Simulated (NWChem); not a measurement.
# Run report: C$_{2}$H$_{7}$P, energy and gradient calculation (part 3 of 3)

C$_{2}$H$_{7}$P (dimethylphosphine); MP2/6-311+G**, RHF (NWChem 7.3.0). The geometry comes from this level: PBE0-D4/def2-TZVP.

Geometry of the input (Å):
```
C  -0.9399  0.5627  -0.9122
P  0.6417  0.8520  -0.0101
C  0.6499  -0.6107  1.1122
H  -1.0452  -0.4618  -1.2747
H  -1.0035  1.2489  -1.7590
H  -1.7735  0.7871  -0.2430
H  1.5091  0.3168  -1.0014
H  -0.0908  -0.4549  1.8998
H  1.6274  -0.6932  1.5911
H  0.4248  -1.5470  0.5974
```

Log, continued:
```
          -------------------------------------------
          SCF energy                -420.573385811804
          Correlation energy          -0.438995070157
          Singlet pairs               -0.298849137842
          Triplet pairs               -0.140145932314
          Total MP2 energy          -421.012380881960
          -------------------------------------------

          ---------------------------------------------------
                    Spin Component Scaled (SCS) MP2
          Same spin pairs                     -0.093430621543
          Same spin scaling factor             0.333333333333
          Opposite spin pairs                 -0.345564448614
          Opposite spin scaling fact.          1.200000000000
          SCS-MP2 correlation energy          -0.445820878851
          Total SCS-MP2 energy              -421.019206690655
          ---------------------------------------------------

 Start laifock at       74.8s
 Done laifock at       77.5s
                                NWChem CPHF Module
                                ------------------

    scftype = RHF
    nclosed =   17
      nopen =    0
  variables =     1683
  tolerance =   1.0D-06
  max. iter =  100

 SCF residual:    1.1344918597555935E-009

            ----- linear solve (tol: 1.0E-06 prod-acc: 2.8E-14) -----

               iter nbas    rnorm     rnorm-scal   ratio     time
               ---- ---- ----------- ----------- --------- -------
                  1    1  2.4968E-02  2.1650E-01    0.0000    82.9
                  2    2  6.2974E-03  5.4605E-02    0.2522    85.6
                  3    3  1.2928E-03  1.1210E-02    0.2053    88.0
                  4    4  3.6245E-04  3.1428E-03    0.2804    90.3
                  5    5  7.8052E-05  6.7679E-04    0.2153    93.5
                  6    6  1.5372E-05  1.3329E-04    0.1969    96.2
                  7    7  3.8976E-06  3.3797E-05    0.2536    98.7
                  8    8  7.7605E-07  6.7292E-06    0.1991   101.2
                  9    9  1.5466E-07  1.3411E-06    0.1993   103.5
                 10   10  4.4311E-08  3.8422E-07    0.2865   105.7

 CPHF converged to   3.8D-07 in   10 iters

 Start make_tot_dens at      105.7s
 Done make_tot_dens at      105.7s
                Dipole Moments (a.u.)
                --------------
         Nuclear       SCF       SCF+MP2
       ----------- ----------- -----------
 X      14.237517   -0.233605   -0.213698
 Y      22.087117   -0.469570   -0.441054
 Z       1.622254   -0.088738   -0.087841

 MP2 RHF      natural orbital occupation numbers

              1
    1    2.0000
    2    2.0000
    3    2.0000
    4    2.0000
    5    2.0000
    6    2.0000
    7    2.0000
    8    1.9835
    9    1.9800
   10    1.9754
   11    1.9690
   12    1.9678
   13    1.9665
   14    1.9662
   15    1.9643
   16    1.9568
   17    1.9546
   18    0.0278
   19    0.0263
   20    0.0189
   21    0.0178
   22    0.0176
   23    0.0171
   24    0.0170
   25    0.0141
   26    0.0135
   27    0.0119
   28    0.0113
   29    0.0109
   30    0.0099
   31    0.0089
   32    0.0076
   33    0.0071
   34    0.0071
   35    0.0069
   36    0.0068
   37    0.0053
   38    0.0051
   39    0.0041
   40    0.0035
   41    0.0033
   42    0.0030
   43    0.0024
   44    0.0023
   45    0.0022
   46    0.0014
   47    0.0013
   48    0.0013
   49    0.0012
   50    0.0012
   51    0.0012
   52    0.0012
   53    0.0011
   54    0.0011
   55    0.0011
   56    0.0010
   57    0.0010
   58    0.0010
   59    0.0009
   60    0.0007
   61    0.0007
   62    0.0007
   63    0.0007
   64    0.0006
   65    0.0006
   66    0.0006
   67    0.0004
   68    0.0004
   69    0.0004
   70    0.0004
   71    0.0003
   72    0.0003
   73    0.0003
   74    0.0003
   75    0.0003
   76    0.0003
   77    0.0002
   78    0.0002
   79    0.0002
   80    0.0002
   81    0.0002
   82    0.0001
   83    0.0001
   84    0.0001
   85    0.0001
   86    0.0001
   87    0.0001
   88    0.0001
   89    0.0001
   90    0.0001
   91    0.0001
   92    0.0001
   93    0.0001
   94    0.0001
   95    0.0001
   96    0.0001
   97    0.0001
   98    0.0000
   99    0.0000
  100    0.0000
  101    0.0000
  102    0.0000
  103    0.0000
  104    0.0000
  105    0.0000
  106    0.0000
  107    0.0000
  108    0.0000
  109    0.0000
  110    0.0000
  111    0.0000
  112   -0.0000
  113   -0.0000
  114   -0.0000
  115   -0.0000
  116   -0.0001

  MP2 natural orbitals output to ./run.mp2nos

                         mp2 ENERGY GRADIENTS

    atom               coordinates                        gradient
                 x          y          z           x          y          z
   1 C      -1.776135   1.063443  -1.723865    0.000738   0.000528  -0.000726
   2 P       1.212713   1.610028  -0.019067   -0.005443  -0.001592   0.003351
   3 C       1.228038  -1.154093   2.101715    0.001095   0.000260  -0.000259
   4 H      -1.975161  -0.872619  -2.408872    0.000242   0.000753   0.000624
   5 H      -1.896321   2.360022  -3.324028    0.000450  -0.000205   0.000949
   6 H      -3.351524   1.487366  -0.459241    0.000908  -0.000124  -0.000110
   7 H       2.851785   0.598741  -1.892428    0.002394  -0.001512  -0.002757
   8 H      -0.171587  -0.859636   3.590045    0.000369   0.000276  -0.000803
   9 H       3.075416  -1.309958   3.006705   -0.000692   0.000638  -0.000506
  10 H       0.802793  -2.923312   1.128979   -0.000060   0.000978   0.000237

                 ----------------------------------------
                 |  Time  |  1-e(secs)   |  2-e(secs)   |
                 ----------------------------------------
                 |  CPU   |       0.02   |       8.77   |
                 ----------------------------------------
                 |  WALL  |       0.02   |       8.77   |
                 ----------------------------------------
 -----------------------
 Task  times  cpu:      118.1s     wall:      118.1s
 Total times  cpu:      118.2s     wall:      118.2s
```

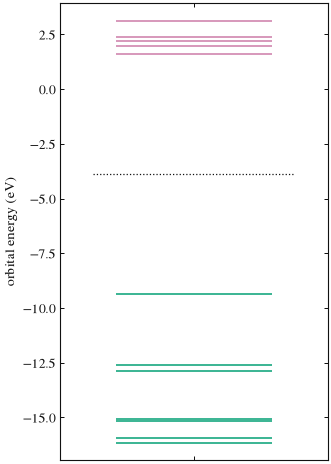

Figure 1. Orbital energies near the frontier (SCF reference); the dotted line parts filled from empty levels, and levels within 0.02 eV of each other stand side by side. Highest filled −9.34 eV, lowest empty 1.61 eV, 10.95 eV apart.

Results in brief:

- outcome: converged
- total energy: −421.012381 hartree
- SCF energy: −420.573386 hartree
- correlation energy: −0.438995 hartree
- basis functions: 116
- largest force: 0.339 eV/Å
- HOMO of the SCF reference: −9.34 eV
- LUMO of the SCF reference: 1.61 eV
- hardware: 1 thread of Intel Xeon @ 2.50GHz (Skylake/Cascade Lake), 12 GiB of memory available, shared host
- wall time: 2 min
- peak memory: 0.43 GiB
